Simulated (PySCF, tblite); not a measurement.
# C6H8NO2−: dynamics, then NMR shifts on frames

How do NMR shifts of C6H8NO2− (`N#CCCCCC(=O)[O-]`) change as the atoms move?

The runs use tblite 0.8.0 and PySCF 2.14.0, with density-fitted response routines of our own; the level of theory stands in each step. All values are computed, except where a source is named. Atoms are numbered from 0 throughout.

## 1. The molecule as given

17 atoms, charge -1, multiplicity 1; geometry from: GFN2-xTB.

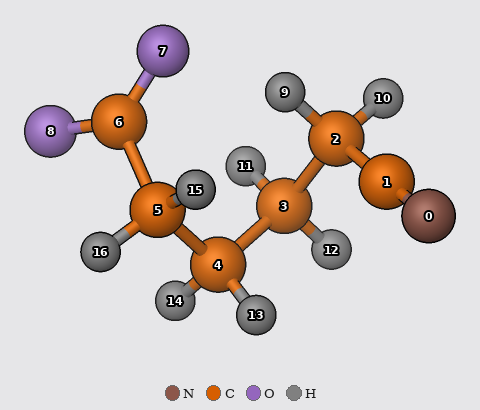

As it starts; nitrogen brown, carbon orange, oxygen purple, hydrogen grey, atoms numbered.

## 2. Dynamics with GFN2-xTB

What the job is given:

```
{"job": {"kind": "md", "xc": "GFN2-xTB", "basis": "xTB", "temperature": 600, "steps": 2000, "every": 50, "frames": 5}, "charge": -1, "multiplicity": 1}
N     -2.988400     1.110992     0.760787
C     -2.223083     0.269521     0.602946
C     -1.294617    -0.794012     0.398505
C     -0.499061    -0.650878    -0.906589
C      0.283334     0.662352    -0.983620
C      1.106016     0.951332     0.273263
C      1.872620    -0.337403     0.784737
O      1.290194    -0.973412     1.686129
O      2.953644    -0.586455     0.244915
H     -0.548608    -0.816439     1.217827
H     -1.843825    -1.741509     0.407923
H      0.210511    -1.479767    -0.941785
H     -1.167839    -0.731264    -1.772668
H     -0.414272     1.490658    -1.165552
H      0.959002     0.598839    -1.841521
H      0.455933     1.311454     1.075330
H      1.841453     1.728022     0.048646
```

Level: GFN2-xTB Langevin dynamics, gas phase.

Started as:

```bash
$ OMP_NUM_THREADS=1 python probes_run.py task.json out
```

One launch serves the whole session: the jobs run in the order shown.

The program printed:

```text
t/fs     T/K      E/eV
    0.0   518.0   -767.09901
   25.0   337.0   -766.35923
   50.0   457.9   -766.31577
   75.0   508.9   -766.29870
  100.0   455.9   -766.01741
  125.0   469.4   -766.14156
  150.0   491.3   -766.15633
  175.0   606.1   -766.19110
  200.0   505.8   -765.95960
  225.0   563.3   -765.94873
  250.0   427.6   -765.58326
  275.0   696.3   -766.08237
  300.0   548.5   -765.55675
  325.0   649.2   -765.53797
  350.0   564.2   -765.59940
  375.0   740.9   -766.11253
  400.0   683.1   -765.70309
  425.0   658.2   -765.81481
  450.0   712.6   -765.92329
  475.0   789.0   -765.91991
  500.0   738.6   -765.63250
  525.0   601.0   -765.84079
  550.0   571.5   -765.94844
  575.0   532.5   -765.82625
  600.0   501.9   -766.04445
  625.0   537.2   -765.66538
  650.0   576.8   -765.46834
  675.0   559.6   -765.56207
  700.0   515.3   -765.62908
  725.0   649.4   -765.92796
  750.0   760.7   -765.85049
  775.0   566.0   -765.28153
  800.0   775.0   -765.81925
  825.0   670.2   -765.59407
  850.0   583.6   -765.50021
  875.0   563.4   -765.75669
  900.0   785.4   -765.66065
  925.0   586.6   -765.53877
  950.0   593.2   -765.84867
  975.0   470.1   -765.43190
 1000.0   628.3   -765.63125
```

Run time: 20 s. Hardware: 1 thread of Arm Neoverse N1, shared host; peak memory 0.18 GiB.

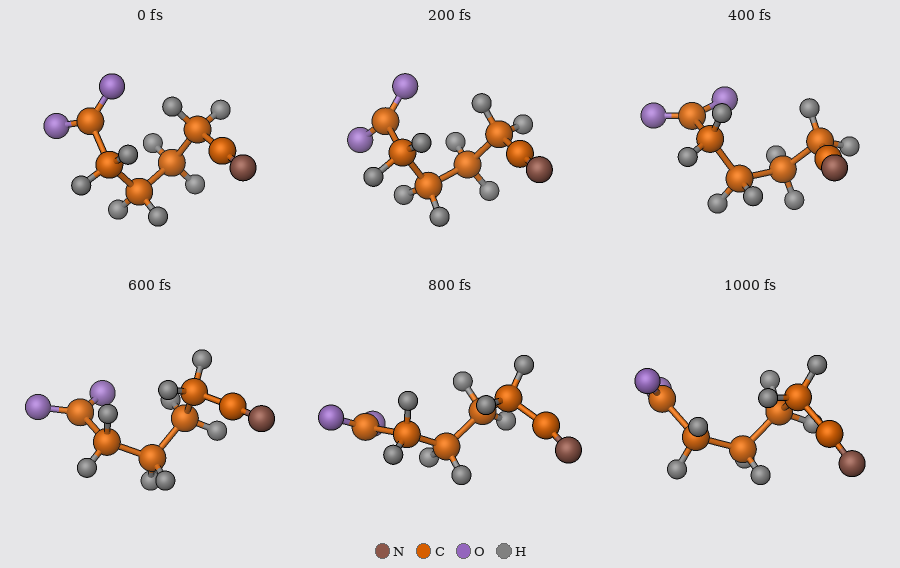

Frames of the run.

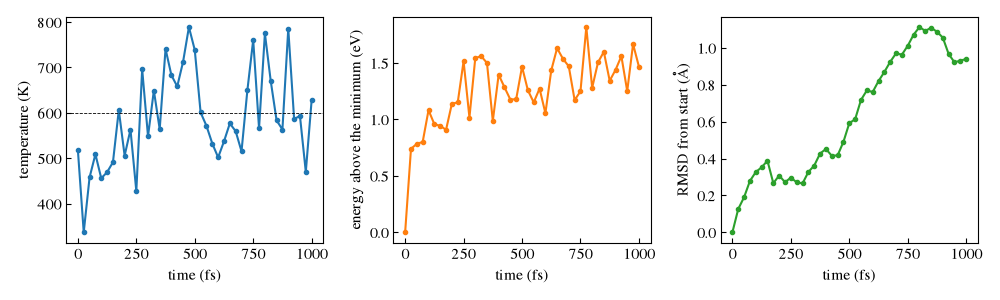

Temperature, potential energy and distance from the start.

Positions (Å) and forces (eV/Å) at 1000 fs:

```xyz
17

N    -4.492    2.113    1.025   -2.175    1.601   -1.327
C    -3.735    1.562    1.648    3.442   -2.497    1.935
C    -2.659    0.688    2.216   -0.439    2.298    1.053
C    -1.956    0.071    1.008   -1.651   -1.952    0.141
C    -0.981    1.025    0.231   -0.932   -2.093    1.441
C     0.359    1.423    0.926   -0.373   -0.585   -2.996
C     1.526    0.425    1.442   -1.588    0.216    1.044
O     1.807   -0.607    0.846    0.266    0.146   -0.240
O     1.865    0.892    2.542    1.102   -0.653   -0.073
H    -1.871    1.348    2.687   -0.957   -0.496    0.018
H    -3.166    0.067    3.030    0.913    0.300   -1.238
H    -1.521   -0.933    1.325   -0.039    1.345   -0.485
H    -2.914   -0.203    0.388    1.930    0.145    0.003
H    -1.640    1.826   -0.024    0.000    1.326   -0.013
H    -0.916    0.449   -0.672    1.097   -0.125   -0.705
H     0.179    1.954    1.837   -0.193    0.936   -0.050
H     0.869    1.973    0.060   -0.403    0.087    1.491
```

## 3. Shielding tensors: 250 fs, PBE0/pcSseg-1

What the job is given:

```
{"job": {"kind": "nmr", "xc": "PBE0", "basis": "pcSseg-1", "pop": false}, "charge": -1, "multiplicity": 1}
N     -3.265500     1.372900     1.341600
C     -2.523800     0.733300     0.764400
C     -1.772800    -0.386500     0.249300
C     -0.825200    -0.203000    -0.850600
C      0.012000     1.075700    -0.496000
C      1.206800     0.646300     0.580200
C      1.675800    -0.848500     0.517800
O      1.026500    -1.791500     1.011400
O      2.699200    -0.926100    -0.140600
H     -1.095600    -0.839800     1.020500
H     -2.491500    -1.259800    -0.037600
H     -0.107900    -1.058700    -0.883900
H     -1.333200     0.113300    -1.708100
H     -0.753100     1.766200    -0.243300
H      0.544100     1.306300    -1.360000
H      0.895100     0.887000     1.550900
H      1.942900     1.252700     0.276800
```

With the program's defaults for keys left out, this is: GIAO PBE0/pcSseg-1 NMR shielding, non-relativistic, gas phase.

The program printed:

```text
coarse grid: 14712 points
cycle   1  E = -437.7777591056  dE =  1.387e+00  |g| = 1.135e+00  |ddm| = 3.757e+00
cycle   2  E = -436.8580448559  dE =  9.197e-01  |g| = 2.278e+00  |ddm| = 4.995e+00
cycle   3  E = -438.0029408325  dE = -1.145e+00  |g| = 3.324e-01  |ddm| = 4.544e+00
cycle   4  E = -438.0272885750  dE = -2.435e-02  |g| = 1.627e-01  |ddm| = 4.884e-01
cycle   5  E = -438.0304463760  dE = -3.158e-03  |g| = 1.005e-01  |ddm| = 1.954e-01
cycle   6  E = -438.0323221870  dE = -1.876e-03  |g| = 1.668e-02  |ddm| = 9.037e-02
cycle   7  E = -438.0323759287  dE = -5.374e-05  |g| = 5.454e-03  |ddm| = 1.801e-02
cycle   8  E = -438.0323820763  dE = -6.148e-06  |g| = 2.015e-03  |ddm| = 5.898e-03
final grid: 143632 points
cycle   9  E = -438.1067948551  dE = -3.980e-05  |g| = 1.153e-02  |ddm| = 3.214e-02
cycle  10  E = -438.1067486148  dE =  4.624e-05  |g| = 1.916e-02  |ddm| = 2.277e-02
cycle  11  E = -438.1068200583  dE = -7.144e-05  |g| = 2.836e-03  |ddm| = 1.508e-02
cycle  12  E = -438.1068216642  dE = -1.606e-06  |g| = 6.556e-04  |ddm| = 2.106e-03
cycle  13  E = -438.1068217436  dE = -7.947e-08  |g| = 1.688e-04  |ddm| = 5.137e-04
cycle  14  E = -438.1068217497  dE = -6.050e-09  |g| = 6.054e-05  |ddm| = 1.763e-04
cycle  15  E = -438.1068217503  dE = -5.970e-10  |g| = 3.024e-05  |ddm| = 7.001e-05
converged SCF energy = -438.1068217503

GIAO shielding tensors (ppm)
atom      isotropic    diamagn.    paramagn.     s11        s22        s33       span
  0 N      -32.536     341.252    -373.788   -216.123   -174.184    292.698    508.821
  1 C       60.829     258.091    -197.263    -56.166    -53.839    292.491    348.658
  2 C      161.327     250.656     -89.328    133.246    172.483    178.252     45.006
  3 C      162.883     249.086     -86.202    154.895    166.731    167.025     12.130
  4 C      153.802     251.695     -97.893    148.139    149.277    163.991     15.853
  5 C      152.140     249.122     -96.982    118.611    151.159    186.650     68.039
  6 C       16.479     242.749    -226.270    -72.147     53.341     68.243    140.390
  7 O       15.524     407.839    -392.314   -202.314     30.851    218.037    420.351
  8 O      -66.440     404.879    -471.318   -293.934    -84.731    179.346    473.280
  9 H       25.789      29.237      -3.448     19.412     25.777     32.177     12.765
 10 H       27.866      26.540       1.326     22.012     27.197     34.390     12.378
 11 H       27.819      30.957      -3.138     23.727     26.686     33.045      9.318
 12 H       31.421      33.132      -1.711     26.137     30.365     37.762     11.626
 13 H       31.121      34.672      -3.551     26.630     31.666     35.066      8.436
 14 H       31.132      34.864      -3.732     26.022     30.141     37.233     11.210
 15 H       30.748      33.184      -2.436     28.133     30.563     33.548      5.415
 16 H       31.848      35.186      -3.337     27.229     31.042     37.273     10.044
```

It took 45 s on 1 thread of Arm Neoverse N1, shared host; peak memory 0.85 GiB.

Shifts follow as δ = σ(reference) − σ, with reference shieldings (ppm) from runs at the same level and on the same kind of geometry: ¹H TMS 31.72, ¹³C TMS 186.9, ¹⁵N NH3 267.7, ¹⁷O H2O 336.1. The references are single molecules in the gas phase, so shifts against H2O, NH3, PH3, H3PO4 or CFCl3 are not on the usual liquid scales and can be off by tens of ppm. Each atom is listed at this fixed geometry, with no averaging over motion; a spectrum would average atoms that exchange fast.

| atoms | environment | σ (ppm) | δ (ppm) |
| --- | --- | --- | --- |
| C6 | carboxylate carbon | 16.5 | 170.4 |
| C1 | nitrile carbon | 60.8 | 126.1 |
| C5 | sp3 CH2 α to a carbonyl | 152.1 | 34.8 |
| C4 | sp3 CH2 | 153.8 | 33.1 |
| C2 | sp3 CH2 α to a nitrile | 161.3 | 25.6 |
| C3 | sp3 CH2 | 162.9 | 24.0 |
| H9 | hydrogen on an sp3 CH2 α to a nitrile | 25.79 | 5.93 |
| H11 | hydrogen on an sp3 CH2 | 27.82 | 3.90 |
| H10 | hydrogen on an sp3 CH2 α to a nitrile | 27.87 | 3.85 |
| H15 | hydrogen on an sp3 CH2 α to a carbonyl | 30.75 | 0.97 |
| H13 | hydrogen on an sp3 CH2 | 31.12 | 0.60 |
| H14 | hydrogen on an sp3 CH2 | 31.13 | 0.58 |
| H12 | hydrogen on an sp3 CH2 | 31.42 | 0.30 |
| H16 | hydrogen on an sp3 CH2 α to a carbonyl | 31.85 | -0.13 |
| N0 | nitrile nitrogen | -32.5 | 300.3 |
| O8 | carboxylate oxygen | -66.4 | 402.5 |
| O7 | carboxylate oxygen | 15.5 | 320.6 |

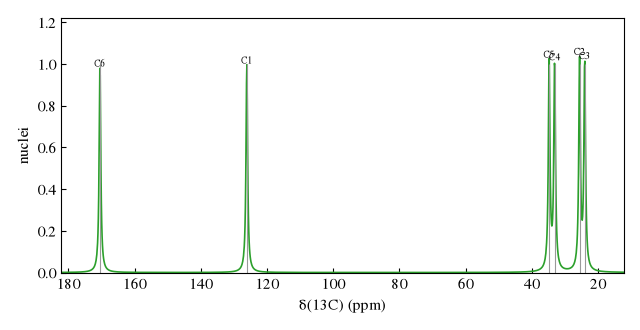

¹³C lines at the computed shifts, without couplings. Lines are broadened to a width of 0.59 ppm (Lorentzian).

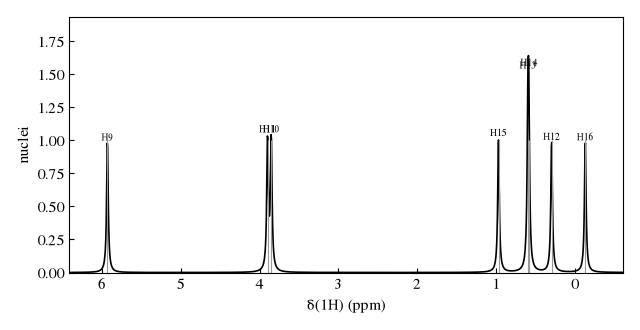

¹H lines at the computed shifts, without couplings. Lines are broadened to a width of 0.02 ppm (Lorentzian).

## 4. Shielding tensors: 425 fs, PBE0/pcSseg-1

What the job is given:

```
{"job": {"kind": "nmr", "xc": "PBE0", "basis": "pcSseg-1", "pop": false}, "charge": -1, "multiplicity": 1}
N     -2.982400     1.935300     1.544200
C     -2.667700     0.885400     1.135400
C     -2.083900    -0.269300     0.548600
C     -1.091500     0.087100    -0.596100
C      0.049300     1.074800    -0.290300
C      1.087900     0.661000     0.806900
C      1.884500    -0.707700     0.649900
O      1.074900    -1.641300     0.687200
O      3.123800    -0.670300     0.585900
H     -1.405500    -0.647000     1.286000
H     -2.675800    -1.052000     0.219400
H     -0.483900    -0.889200    -0.683600
H     -1.506200     0.307500    -1.460900
H     -0.453100     2.046700     0.025200
H      0.620600     1.342800    -1.303700
H      0.650700     0.525200     1.872500
H      1.783600     1.468500     1.104700
```

Level: GIAO PBE0/pcSseg-1 NMR shielding, non-relativistic, gas phase.

The program printed:

```text
coarse grid: 14712 points
cycle   1  E = -437.8003098968  dE =  1.144e+00  |g| = 1.117e+00  |ddm| = 3.713e+00
cycle   2  E = -437.3412288297  dE =  4.591e-01  |g| = 1.904e+00  |ddm| = 3.478e+00
cycle   3  E = -438.0329774784  dE = -6.917e-01  |g| = 2.421e-01  |ddm| = 2.603e+00
cycle   4  E = -438.0421136819  dE = -9.136e-03  |g| = 1.480e-01  |ddm| = 2.597e-01
cycle   5  E = -438.0463304494  dE = -4.217e-03  |g| = 4.950e-02  |ddm| = 1.213e-01
cycle   6  E = -438.0468588187  dE = -5.284e-04  |g| = 7.120e-03  |ddm| = 4.172e-02
cycle   7  E = -438.0468700595  dE = -1.124e-05  |g| = 2.333e-03  |ddm| = 8.131e-03
cycle   8  E = -438.0468713372  dE = -1.278e-06  |g| = 6.156e-04  |ddm| = 3.000e-03
final grid: 143632 points
cycle   9  E = -438.1217472046  dE = -3.194e-05  |g| = 1.149e-02  |ddm| = 3.146e-02
cycle  10  E = -438.1217134286  dE =  3.378e-05  |g| = 1.780e-02  |ddm| = 2.169e-02
cycle  11  E = -438.1217721361  dE = -5.871e-05  |g| = 1.554e-03  |ddm| = 1.359e-02
cycle  12  E = -438.1217725984  dE = -4.624e-07  |g| = 5.022e-04  |ddm| = 1.406e-03
cycle  13  E = -438.1217726388  dE = -4.036e-08  |g| = 1.926e-04  |ddm| = 5.180e-04
cycle  14  E = -438.1217726456  dE = -6.794e-09  |g| = 4.156e-05  |ddm| = 1.727e-04
cycle  15  E = -438.1217726459  dE = -3.682e-10  |g| = 1.193e-05  |ddm| = 4.219e-05
converged SCF energy = -438.1217726459

GIAO shielding tensors (ppm)
atom      isotropic    diamagn.    paramagn.     s11        s22        s33       span
  0 N      -32.672     341.551    -374.223   -212.024   -183.995    298.003    510.027
  1 C       55.482     261.001    -205.519    -66.100    -59.295    291.840    357.940
  2 C      179.089     254.348     -75.258    156.047    182.637    198.584     42.538
  3 C      163.850     252.381     -88.531    147.640    166.605    177.304     29.664
  4 C      148.818     245.376     -96.557    135.257    154.244    156.954     21.697
  5 C      142.873     248.163    -105.290    104.558    149.544    174.516     69.958
  6 C       15.931     245.870    -229.939    -74.335     58.802     63.325    137.660
  7 O      -14.991     409.552    -424.543   -249.176      1.919    202.285    451.461
  8 O      -17.948     403.220    -421.169   -213.664    -36.008    195.827    409.491
  9 H       28.777      32.339      -3.562     23.842     28.361     34.127     10.285
 10 H       31.519      30.092       1.427     25.235     30.171     39.150     13.915
 11 H       26.103      31.221      -5.117     21.593     24.319     32.397     10.804
 12 H       33.297      36.356      -3.058     27.030     32.705     40.156     13.125
 13 H       28.615      32.318      -3.703     24.612     28.141     33.091      8.479
 14 H       27.891      29.678      -1.787     22.957     26.845     33.871     10.914
 15 H       28.311      31.812      -3.501     26.770     27.926     30.236      3.466
 16 H       29.735      32.040      -2.305     25.924     28.991     34.291      8.367
```

It took 44 s on 1 thread of Arm Neoverse N1, shared host; peak memory 0.85 GiB.

This run: δ C6 171.0, C1 131.4, C5 44.1, C4 38.1, H11 5.61, H14 3.83 ppm.

(Part 1 of 2 ends here.)
